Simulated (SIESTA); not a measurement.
Band structure of NiAl (Pm-3m, 2 atoms in the cell).

```
NiAl
1.0
    2.90994     0.00000     0.00000
    0.00000     2.90994     0.00000
    0.00000     0.00000     2.90994
Al Ni
1 1
Direct
  0.50000   0.50000   0.50000
  0.00000   0.00000   0.00000
```

Method of the run: GGA PBE, numerical atomic orbitals DZP, PseudoDojo PBE standard norm-conserving potentials (rewritten from UPF to PSML) in SIESTA.

Settings: XC.functional = GGA; XC.authors = PBE; potentials = PseudoDojo PBE standard; PAO.BasisSize = DZP; PAO.EnergyShift = 0.01 Ry; MeshCutoff = 400 Ry; kgrid.MonkhorstPack = 8 8 8; OccupationFunction = MP; OccupationMPOrder = 0; ElectronicTemperature = 100 meV; MaxSCFIterations = 150; SCF.Mixer.Method = Pulay; SCF.Mixer.Weight = 0.1; SCF.Mixer.History = 8.

The starting cell has typed, rounded lattice constants, without a prior relaxation at this level. Its lattice was rescaled by a random factor within 2.5 % of one. Spin polarisation is off. Values carry the incompleteness of an atom-centred basis.

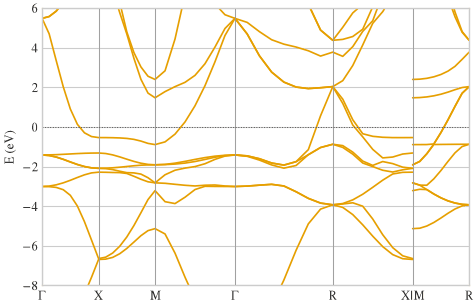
Bands along the path, energies from the Fermi level.

Levels in eV from the Fermi level, bands 7 to 12:
```
point      7      8      9     10     11    12
-----  -----  -----  -----  -----  -----  ----
Γ      -3.01  -1.41  -1.41  -1.41   5.48  5.48
X      -2.28  -2.09  -2.09  -1.31  -0.54  8.35
M      -2.82  -2.82  -1.91  -1.91  -0.89  1.47
R      -3.93  -0.87  -0.87   2.04   2.04  2.04
```

Bands cross the Fermi level along this path, so the cell is metallic at this level.

Higher empty bands are left out: an atom-centred basis made for the valence describes them poorly.
